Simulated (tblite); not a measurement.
# Run report: C$_{2}$H$_{12}$O$_{2}$Si$_{4}$, geometry relaxation (part 3 of 3)

Continued. System: C$_{2}$H$_{12}$O$_{2}$Si$_{4}$. Method: GFN2-xTB geometry optimisation, gas phase (tblite 0.8.0). It belongs to a series of runs on one base structure; here: constitutional isomer.

Geometry of the input (Å):
```
C  -1.2189  1.8461  0.8576
Si -0.7144  0.1745  0.1816
Si -2.1594  -0.3250  -1.4388
Si -0.8150  -1.4208  1.7119
Si 1.2632  0.3820  -0.7664
O  2.5967  -0.0140  0.2700
C  3.7759  -0.4809  -0.3030
O  3.9368  -0.6367  -1.5300
H  -0.3277  2.3982  1.2238
H  -2.0281  1.7447  1.6151
H  -1.6368  2.3862  -0.0234
H  -1.7318  0.4053  -2.6320
H  -3.4737  0.2078  -1.0351
H  -2.1629  -1.7791  -1.6577
H  -2.0473  -1.2256  2.5406
H  0.3374  -1.4302  2.6429
H  -0.9899  -2.7559  1.0951
H  1.3819  -0.5327  -1.9311
H  1.4198  1.7837  -1.2294
H  4.5889  -0.7170  0.4052
```

## Trajectory as extended XYZ, continued
```
20
Properties=species:S:1:pos:R:3:forces:R:3 step=172 energy=-692.88612
C    -1.4195    1.9790    0.7062    0.0400  -0.0070   0.0240
Si   -0.6444    0.3040    0.1758    0.0080  -0.0510   0.0100
Si   -2.0959   -0.5038   -1.4887   -0.0370   0.0190  -0.0100
Si   -0.4787   -1.0690    2.0817    0.0080   0.0230   0.0270
Si    1.4430    0.7591   -0.7376    0.0470  -0.0030  -0.0340
O     2.0661   -0.7499   -0.2863    0.0160   0.0150  -0.0270
C     3.2187   -1.1958   -0.7023    0.0140   0.0160  -0.0490
O     3.9658   -0.6228   -1.4379   -0.0560  -0.0520   0.0880
H    -0.7628    2.5479    1.3579   -0.0080   0.0180   0.0040
H    -2.3489    1.8185    1.2420   -0.0350   0.0050   0.0050
H    -1.6459    2.5993   -0.1555    0.0130   0.0260  -0.0040
H    -2.0140    0.3123   -2.7076   -0.0260  -0.0220   0.0010
H    -3.5054   -0.4721   -1.0772    0.0410  -0.0200  -0.0170
H    -1.8098   -1.8807   -1.8992   -0.0080  -0.0140   0.0090
H    -1.7938   -1.5234    2.5531    0.0140   0.0120   0.0100
H     0.1692   -0.4215    3.2318   -0.0370   0.0010  -0.0320
H     0.3003   -2.2798    1.8146   -0.0110  -0.0030  -0.0240
H     1.5670    0.8486   -2.1981   -0.0050   0.0210   0.0620
H     2.3611    1.7644   -0.1885    0.0020  -0.0360  -0.0130
H     3.4227   -2.2037   -0.2873    0.0190   0.0540  -0.0310
20
Properties=species:S:1:pos:R:3:forces:R:3 step=183 energy=-692.89715
C    -1.4664    1.9850    0.6909    0.0150  -0.0220   0.0030
Si   -0.6336    0.3251    0.2001   -0.0030  -0.0530   0.0330
Si   -2.0328   -0.5289   -1.4939   -0.0220  -0.0600  -0.0090
Si   -0.4672   -0.9825    2.1550   -0.0200   0.0190   0.0090
Si    1.4885    0.7660   -0.6406    0.0260   0.0290  -0.0340
O     1.9976   -0.8336   -0.4102   -0.0130   0.0080  -0.0150
C     3.1347   -1.2780   -0.8676   -0.0330   0.0450  -0.0200
O     3.9299   -0.6430   -1.4920    0.0040  -0.0110   0.0240
H    -0.8986    2.5311    1.4380    0.0160   0.0160  -0.0110
H    -2.4489    1.7926    1.1100   -0.0210   0.0300  -0.0010
H    -1.6019    2.6393   -0.1660    0.0230  -0.0040   0.0230
H    -1.9913    0.3028   -2.7027    0.0090  -0.0030  -0.0200
H    -3.4515   -0.5937   -1.1235    0.0150   0.0150   0.0400
H    -1.6826   -1.8899   -1.9153    0.0290   0.0210   0.0110
H    -1.7590   -1.5033    2.6206    0.0060   0.0010  -0.0150
H     0.0930   -0.2487    3.3002   -0.0080  -0.0180  -0.0430
H     0.3973   -2.1456    1.9389   -0.0180   0.0110   0.0090
H     1.6284    1.0523   -2.0724    0.0050   0.0120   0.0200
H     2.4836    1.6076    0.0356   -0.0220  -0.0210  -0.0060
H     3.2758   -2.3441   -0.6082    0.0160  -0.0140   0.0000
20
Properties=species:S:1:pos:R:3:forces:R:3 step=193 energy=-692.90412
C    -1.4699    1.9836    0.6953   -0.0040   0.0410  -0.0150
Si   -0.6325    0.3310    0.1904    0.0220  -0.0110   0.0070
Si   -2.0203   -0.5544   -1.4918    0.0180  -0.0160   0.0010
Si   -0.4694   -0.9485    2.1576   -0.0140   0.0000   0.0070
Si    1.4952    0.7704   -0.6398    0.0210  -0.0230   0.0110
O     1.9324   -0.8655   -0.5235    0.0240   0.0170  -0.0220
C     3.0984   -1.2970   -0.9150   -0.0030   0.0000  -0.0100
O     3.9537   -0.6347   -1.4209   -0.0240   0.0060   0.0220
H    -0.9418    2.4990    1.4921    0.0180  -0.0290   0.0080
H    -2.4827    1.8004    1.0425    0.0210   0.0070   0.0080
H    -1.5380    2.6716   -0.1413   -0.0010   0.0190  -0.0380
H    -2.0266    0.2580   -2.7149    0.0010  -0.0040   0.0010
H    -3.4210   -0.6391   -1.0673   -0.0210  -0.0170   0.0030
H    -1.6249   -1.9060   -1.8988   -0.0050   0.0010   0.0050
H    -1.7624   -1.4628    2.6273    0.0230  -0.0120  -0.0050
H     0.0835   -0.1721    3.2750   -0.0040  -0.0130   0.0150
H     0.4138   -2.1035    1.9790   -0.0300  -0.0040   0.0070
H     1.6805    1.1558   -2.0419   -0.0070   0.0100  -0.0010
H     2.5167    1.5060    0.1130   -0.0180   0.0140   0.0020
H     3.2100   -2.3815   -0.7199   -0.0200   0.0130  -0.0070
20
Properties=species:S:1:pos:R:3:forces:R:3 step=204 energy=-692.91109
C    -1.4494    2.0248    0.6708    0.0220  -0.0230  -0.0270
Si   -0.6248    0.3562    0.1934    0.0300  -0.0250   0.0340
Si   -1.9947   -0.5990   -1.4617   -0.0300   0.0070   0.0130
Si   -0.5027   -0.9357    2.1646    0.0070  -0.0430  -0.0160
Si    1.5080    0.7952   -0.6196    0.0680  -0.0250   0.0050
O     1.9003   -0.8560   -0.6126    0.0010   0.0310  -0.0020
C     3.0716   -1.3007   -0.9723   -0.0070   0.0350  -0.0300
O     3.9788   -0.6332   -1.3697   -0.0270  -0.0160   0.0230
H    -0.9012    2.5327    1.4580   -0.0140   0.0230   0.0220
H    -2.4584    1.8507    1.0309    0.0000   0.0290   0.0240
H    -1.5209    2.7102   -0.1691    0.0210  -0.0310  -0.0110
H    -2.0541    0.1803   -2.7038   -0.0080   0.0130   0.0000
H    -3.3805   -0.7300   -0.9974   -0.0130  -0.0070  -0.0210
H    -1.5613   -1.9418   -1.8504    0.0180  -0.0330   0.0030
H    -1.7922   -1.4885    2.5957   -0.0270   0.0310  -0.0090
H     0.0160   -0.1931    3.3202    0.0010   0.0070  -0.0040
H     0.3757   -2.0973    1.9920    0.0080   0.0330  -0.0120
H     1.7179    1.2721   -1.9919   -0.0120  -0.0130   0.0190
H     2.5374    1.4653    0.1852   -0.0370  -0.0120  -0.0080
H     3.1292   -2.4016   -0.8654    0.0000   0.0200  -0.0040
20
Properties=species:S:1:pos:R:3:forces:R:3 step=215 energy=-692.91770
C    -1.4271    2.0470    0.6580   -0.0010  -0.0020  -0.0040
Si   -0.6210    0.3562    0.2346   -0.0040   0.0090  -0.0050
Si   -1.9360   -0.6523   -1.4380    0.0020   0.0000  -0.0110
Si   -0.5543   -0.9136    2.2154   -0.0030   0.0040   0.0060
Si    1.5256    0.7971   -0.5352   -0.0030  -0.0030  -0.0010
O     1.8588   -0.8562   -0.6911   -0.0030  -0.0010  -0.0060
C     3.0077   -1.2936   -1.1217    0.0160   0.0000  -0.0050
O     3.9386   -0.6142   -1.4337   -0.0080  -0.0060   0.0020
H    -0.8935    2.5636    1.4511   -0.0070  -0.0050  -0.0160
H    -2.4515    1.9118    0.9905    0.0020   0.0040   0.0070
H    -1.4514    2.7088   -0.2030    0.0020   0.0040   0.0020
H    -2.0091    0.1220   -2.6837   -0.0060   0.0050   0.0130
H    -3.3249   -0.8626   -1.0141   -0.0070   0.0010  -0.0030
H    -1.4177   -1.9712   -1.8131    0.0030   0.0010   0.0090
H    -1.8616   -1.4589    2.6001   -0.0010  -0.0050  -0.0050
H    -0.0784   -0.1716    3.3896    0.0020   0.0060  -0.0070
H     0.3473   -2.0568    2.0562   -0.0020  -0.0200   0.0140
H     1.7743    1.3966   -1.8505   -0.0090   0.0010   0.0040
H     2.5482    1.3585    0.3524    0.0170  -0.0060   0.0030
H     3.0209   -2.4000   -1.1668    0.0080   0.0130   0.0020
20
Properties=species:S:1:pos:R:3:forces:R:3 step=226 energy=-692.91869
C    -1.4243    2.0474    0.6543   -0.0040   0.0010   0.0000
Si   -0.6184    0.3526    0.2479    0.0030  -0.0070  -0.0030
Si   -1.9178   -0.6645   -1.4320   -0.0050   0.0060   0.0060
Si   -0.5711   -0.9103    2.2348   -0.0060   0.0000  -0.0020
Si    1.5309    0.7948   -0.5151   -0.0010  -0.0090   0.0050
O     1.8473   -0.8549   -0.7329    0.0010  -0.0050   0.0020
C     2.9973   -1.2850   -1.1680    0.0060   0.0070  -0.0100
O     3.9335   -0.6012   -1.4533   -0.0020   0.0030   0.0020
H    -0.9043    2.5592    1.4589    0.0070   0.0060  -0.0020
H    -2.4560    1.9207    0.9659   -0.0070  -0.0070   0.0080
H    -1.4258    2.7112   -0.2055    0.0030   0.0000  -0.0030
H    -1.9905    0.1204   -2.6704    0.0000  -0.0050  -0.0030
H    -3.3098   -0.8926   -1.0257    0.0060   0.0000   0.0030
H    -1.3768   -1.9760   -1.8002   -0.0040   0.0060  -0.0050
H    -1.8877   -1.4391    2.6107   -0.0030   0.0040   0.0020
H    -0.0945   -0.1610    3.4035   -0.0020   0.0050   0.0000
H     0.3145   -2.0702    2.1029    0.0010  -0.0040  -0.0010
H     1.7695    1.4376   -1.8112   -0.0010   0.0040  -0.0040
H     2.5728    1.3105    0.3782    0.0020   0.0010   0.0030
H     3.0063   -2.3888   -1.2458    0.0050  -0.0070   0.0010
20
Properties=species:S:1:pos:R:3:forces:R:3 step=236 energy=-692.91911
C    -1.4165    2.0490    0.6561   -0.0040  -0.0040  -0.0060
Si   -0.6159    0.3511    0.2493   -0.0030   0.0040  -0.0010
Si   -1.9165   -0.6668   -1.4286    0.0070  -0.0080   0.0010
Si   -0.5870   -0.9123    2.2357    0.0020   0.0030  -0.0070
Si    1.5348    0.7909   -0.5086    0.0000   0.0060   0.0120
O     1.8517   -0.8557   -0.7441    0.0010  -0.0070  -0.0020
C     3.0030   -1.2785   -1.1834   -0.0140  -0.0010   0.0010
O     3.9363   -0.5889   -1.4629    0.0180   0.0140  -0.0060
H    -0.8823    2.5686    1.4463    0.0020   0.0000  -0.0030
H    -2.4422    1.9225    0.9878    0.0000   0.0000   0.0040
H    -1.4348    2.7056   -0.2093    0.0020  -0.0060   0.0030
H    -1.9957    0.1057   -2.6740   -0.0060   0.0090   0.0010
H    -3.3050   -0.9058   -1.0170    0.0050   0.0040  -0.0010
H    -1.3633   -1.9742   -1.7933   -0.0070  -0.0040  -0.0030
H    -1.9112   -1.4278    2.6011   -0.0090  -0.0030   0.0050
H    -0.1153   -0.1619    3.4053    0.0030   0.0040   0.0080
H     0.2905   -2.0799    2.1140   -0.0020   0.0020   0.0010
H     1.7690    1.4532   -1.7953    0.0030  -0.0020  -0.0150
H     2.5792    1.2975    0.3873   -0.0020  -0.0020   0.0070
H     3.0159   -2.3816   -1.2698    0.0040  -0.0080  -0.0010
20
Properties=species:S:1:pos:R:3:forces:R:3 step=247 energy=-692.91970
C    -1.4105    2.0394    0.6595   -0.0010  -0.0020  -0.0020
Si   -0.6142    0.3395    0.2522   -0.0070   0.0020  -0.0020
Si   -1.9142   -0.6651   -1.4339    0.0060  -0.0050  -0.0050
Si   -0.6051   -0.9163    2.2427    0.0050   0.0020  -0.0020
Si    1.5367    0.7826   -0.5026   -0.0010   0.0020  -0.0010
O     1.8699   -0.8629   -0.7294    0.0070   0.0050  -0.0040
C     3.0187   -1.2663   -1.1929    0.0010  -0.0060   0.0000
O     3.9318   -0.5602   -1.4982   -0.0030  -0.0010   0.0030
H    -0.8552    2.5705    1.4273   -0.0010   0.0000  -0.0010
H    -2.4259    1.9143    1.0225    0.0030  -0.0020  -0.0030
H    -1.4557    2.6852   -0.2129    0.0020  -0.0050   0.0010
H    -1.9881    0.1228   -2.6704   -0.0010   0.0000   0.0020
H    -3.3045   -0.8960   -1.0261   -0.0060  -0.0010   0.0040
H    -1.3738   -1.9748   -1.8110   -0.0050   0.0080  -0.0010
H    -1.9363   -1.4139    2.6088   -0.0040   0.0020   0.0030
H    -0.1266   -0.1616    3.4071    0.0000  -0.0010   0.0070
H     0.2576   -2.0956    2.1325    0.0010  -0.0010   0.0000
H     1.7618    1.4376   -1.7952    0.0030   0.0010   0.0000
H     2.5773    1.3011    0.3909   -0.0010  -0.0010   0.0020
H     3.0513   -2.3697   -1.2737    0.0030   0.0020  -0.0010
```

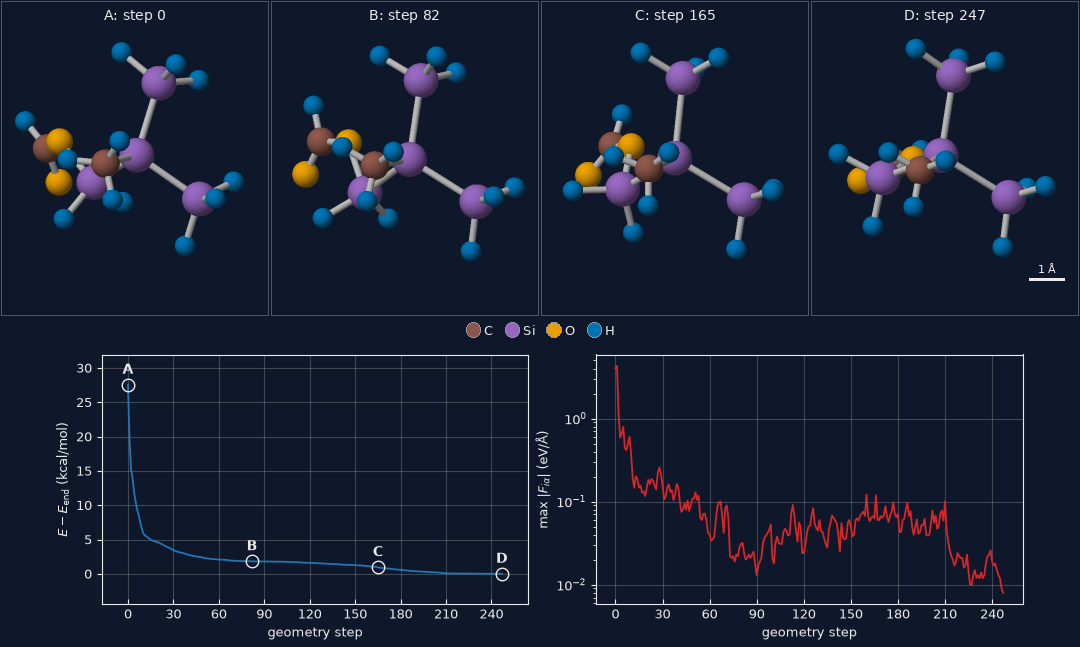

**Figure 1.** Frames of the relaxation (ball-and-stick view, seen at a tilt) above the curves, on which the letters mark them (steps are counted from 0).

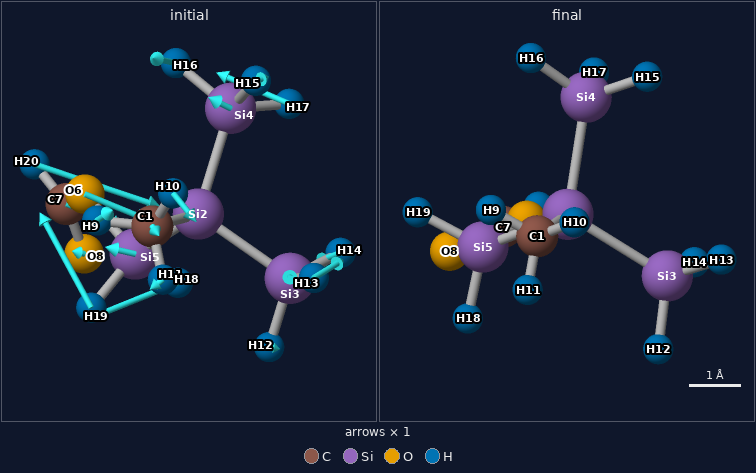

**Figure 2.** Before (left) and after (right) the relaxation, at one scale (ball-and-stick view, seen at a tilt). The teal arrows give the displacements, at true length. The energy falls by 27.5 kcal/mol in 247 geometry steps. Largest force component: 4 eV/Å at the start, 0.008 eV/Å at the end. The largest move after the best rigid fit is that of H20, 2.69 Å. By element the largest moves are H 2.69 Å, O 1.41 Å, C 1.26 Å, Si 0.66 Å. Among the contacts that change: Si2–Si4 2.213 → 2.354 Å, Si2–Si3 2.228 → 2.354 Å, Si2–Si5 2.203 → 2.322 Å, O6–C7 1.392 → 1.303 Å. Among the angles that change: Si2–Si5–O6 114.3° → 92.3°, Si2–Si5–H19 108.5° → 121.8°, Si2–Si5–H18 110.6° → 120.9°. (Atoms are counted from 1 in the order of the input.)

## Results in brief

| quantity | value |
| --- | --- |
| outcome | converged |
| total energy | −692.9197 eV |
| wall time | 2.6 s |
| peak memory | 0.18 GiB |
